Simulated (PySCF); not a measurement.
**CO, SMILES `[C-]#[O+]`: what the electrons do**

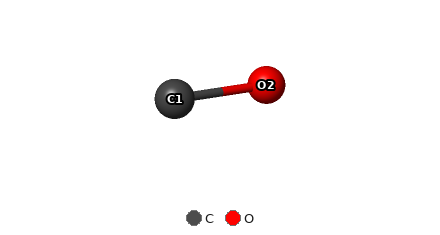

The molecule, with its atoms numbered as below. No frequency check shows the geometry to be a minimum.

Cartesian coordinates (Å):

```
C1       0.6442    0.0000    0.0000
O2      -0.4831    0.0000    0.0000
```

### 1. Bonding charge

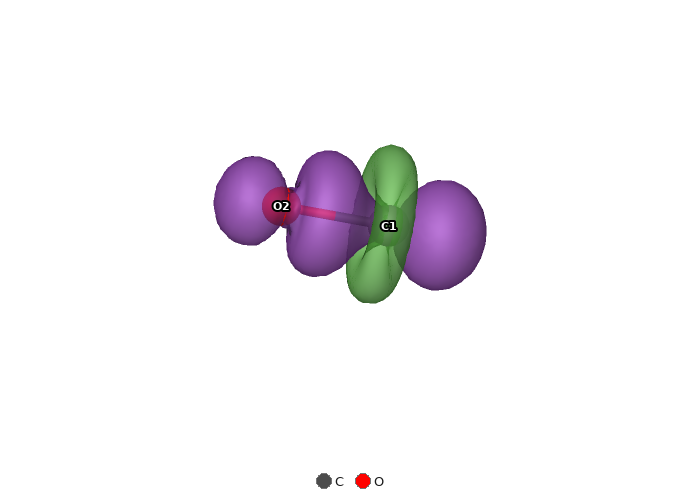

Deformation density (molecule less spherical, spin-averaged free atoms at the same positions), surfaces at ±0.1 e/Å³; purple: gain, green: loss.

Level of theory: HF/6-311+G** (PySCF), at a geometry from GFN2-xTB.

Question: Describe the bonding that the map shows.

Answer: C1–O2: +0.95 e/Å³ at the bond critical point (bond length 1.13 Å). In all, 0.7 electrons gather in the regions of gain relative to the promolecule.

Question: Where do the Hirshfeld charges lie?

Answer: The highest Hirshfeld charge is on C1 (+0.17 e), the lowest on O2 (−0.17 e).

### 2. Bond critical points

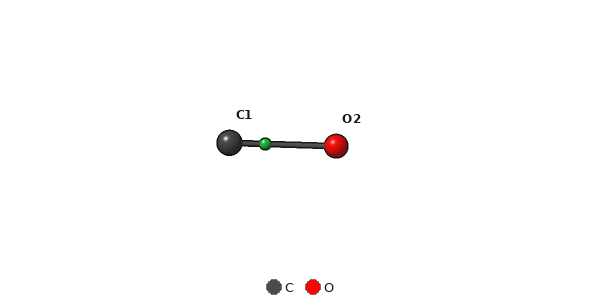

Molecular graph of the electron density (QTAIM): bond paths, bond critical points (green), ring points (magenta, if any); weak paths are dashed.

Question: How many critical points of each kind are there, and does the count close?

Answer: 2 nuclei, 1 bond, 0 ring and 0 cage critical points: 2 − 1 + 0 − 0 = 1, as the Poincaré–Hopf relation requires.

Question: Give the properties at the bond critical points.

Answer:
| bond | length (Å) | ρ (a.u.) | ∇²ρ (a.u.) | ε | H (a.u.) |
| --- | --- | --- | --- | --- | --- |
| C1–O2 | 1.127 | 0.488 | +0.90 | 0.00 | −0.861 |

Question: What kind of interaction is C1–O2?

Answer: Polar or intermediate (positive Laplacian, negative energy density H): ρ = 0.488, ∇²ρ = +0.90, H = −0.861 a.u.

### 3. Electrostatic potential

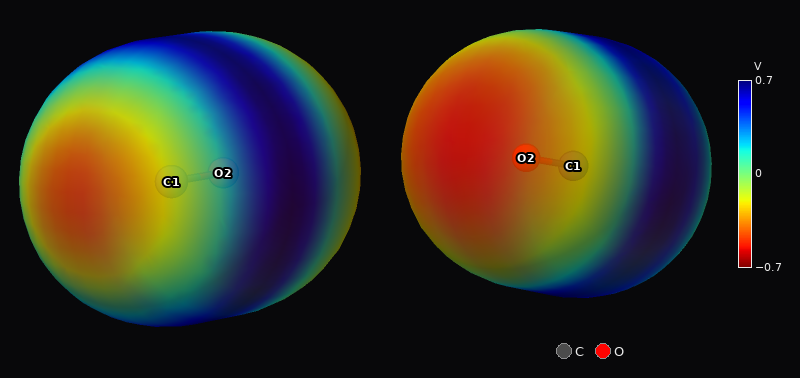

Electrostatic potential on the surface of electron density 0.001 a.u. (back view left, front view right).

Question: Where are the extremes of the potential on the surface?

Answer: Highest: 0.66 V, 1.8 Å from C1, and at like points elsewhere. Lowest: −0.54 V, 1.7 Å from O2. Further minima include −0.46 V, 2.0 Å from C1. The surface is sampled at points, so like sites can differ by a few per cent and only the strongest of them is named.

### 4. In an electric field

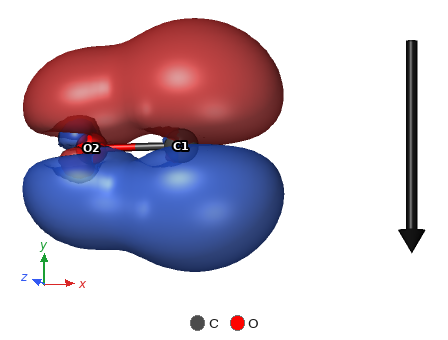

Change of the electron density in a uniform field of 0.26 V/Å along −y (arrow), surfaces at ±0.0008 e/Å³ (red: gain, blue: loss).

Method: r2SCAN/6-31+G*; geometry: GFN2-xTB; program: PySCF. The basis has diffuse s and p functions alone, which still leaves polarisabilities too small, most of all across bonds.

Question: How large is the response?

Answer: The induced dipole is 0.12 D (along the field); α along this axis, from the fields in both directions, is 10 bohr³ (1.5 Å³).

Question: Which atoms gain and lose the most charge?

Answer: Hardly any: no atom's Hirshfeld charge changes by as much as 0.002 e. The density shifts from one side of each atom to the other; 0.017 electrons are displaced in all.

### 5. Localised orbitals

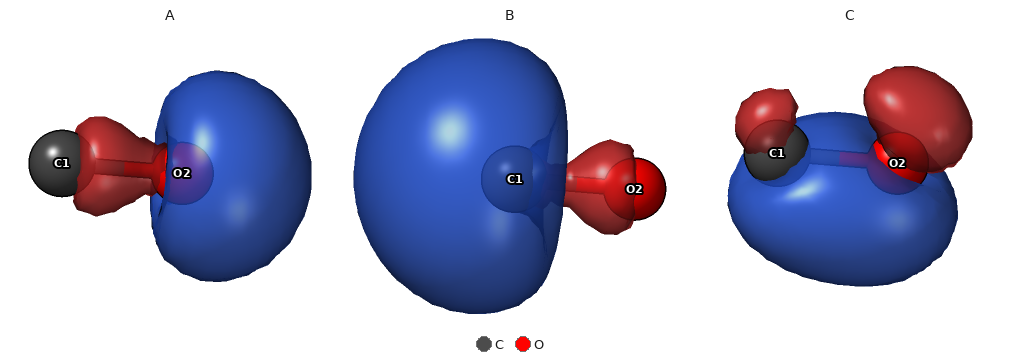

Foster–Boys orbitals, occupied; each surface holds about 85 % of the orbital's density. Energies are diagonal elements of the Fock matrix.

Level of theory: ωB97X/def2-TZVP (PySCF), at a geometry from GFN2-xTB.

Question: What does each orbital represent in a Lewis picture?

Answer: By panel:
- A: lone pair on O2 (sp1-type) (O2 100 %; −20.2 eV)
- B: lone pair on C1 (sp0.5-type) (C1 100 %; −14.1 eV)
- C: bent (banana) bond O2–C1 (O2 69 %, C1 31 %; −21.8 eV)

The PySCF runs shown took 0.91 s, 4.6 s and 2.8 s on 1 thread of Intel(R) Xeon(R) Platinum 8375C CPU @ 2.90GHz (Ice Lake), on a shared host.
